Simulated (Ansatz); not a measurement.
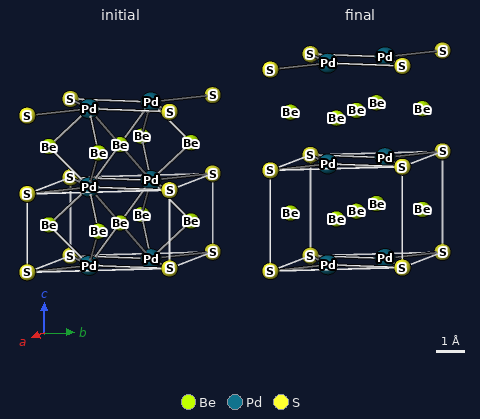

The structure of a crystal of Be3Pd2S (a generated structure, set up in P6/mmm) (coarse preliminary run) before (left) and after (right) a relaxation, at one scale.

Style: ball-and-stick. Shown: the cell of the calculation, repeated 1 × 1 × 2 with one cell outlined, slightly off an axis.

Level of theory: DFT PBE, scalar-relativistic, plane waves, PAW in Ansatz.

Input file:
```yaml
crystal:
  lattice:
    - [5.32091281, 0.0, 0.0]
    - [-2.6604564, 4.60804566, 0.0]
    - [0.0, 0.0, 2.87984594]
  atoms:
    - { symbol: Be, position: [0.5, 0.0, 0.5] }
    - { symbol: Be, position: [0.5, 0.5, 0.5] }
    - { symbol: Be, position: [0.0, 0.5, 0.5] }
    - { symbol: Pd, position: [0.33333333, 0.66666667, 0.0] }
    - { symbol: Pd, position: [0.66666667, 0.33333333, 0.0] }
    - { symbol: S, position: [0.0, 0.0, 0.0] }
basis:
  ecutwfc: 420
kpoints:
  mp_grid: { grid: [6, 6, 6] }
hamiltonian:
  xc: pbe
scf:
  occupations: { method: gaussian, width: 0.1 }
  lower_state_search: "off"
output:
  forces: true
  stress: true
  eigenvalues: true
relax:
  adjacent_minimum: "off"
  f_tol: 0.04
  max_steps: 70
  cell: { stress_tol: 0.4 }
```

Launched with:
```bash
ansatz run input.yaml --threads 1 --pin off --max-ram 2048MiB --backend cpu --events-out ev --progress --plain --runs-dir out
```

Question: Describe what moved and what it gained.

Answer: No atom moves by more than 0.005 Å relative to the cell. The drawn cell changes as follows: a = b 5.321 → 4.941 Å (−7.1 %), c 2.880 → 3.705 Å (+28.7 %); the volume changes by +10.9 %. Near-neighbour distances that change, for instance: S6–S6 2.880 → 3.705 Å, Be1–Pd4 2.105 → 2.338 Å, Pd4–S6 3.072 → 2.853 Å. The space group stays P6/mmm (No. 191). The energy falls by 360 meV per atom in 11 accepted moves (13 points after the start). All forces vanish by symmetry, so only the cell relaxes. The pressure goes from 30.49 to 0.00 GPa. The SCF was repeated twice at an unchanged geometry on a basis and grid sized afresh for the cell, which shifted the energy by 23.0 meV per atom at most. The run took 54 s on 1 thread of Arm Neoverse V1, with other jobs on the host, peak memory 0.37 GiB.
